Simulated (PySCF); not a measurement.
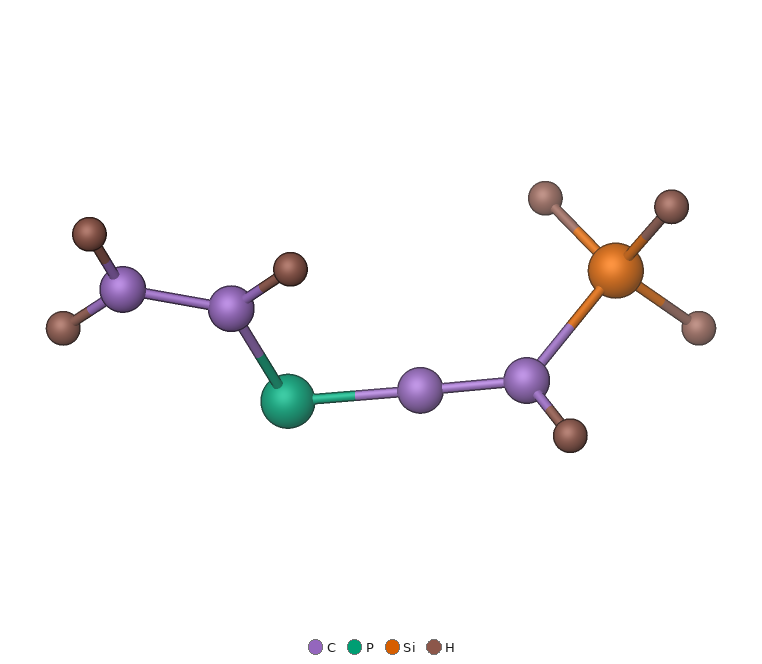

The geometry was computed by an optimisation with GFN2-xTB. No frequency run is at hand to confirm it as a minimum.

Give the structural formula.

SMILES: C=CP=C=C[SiH3]

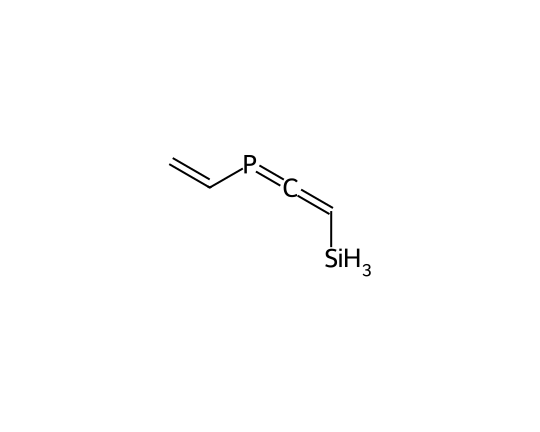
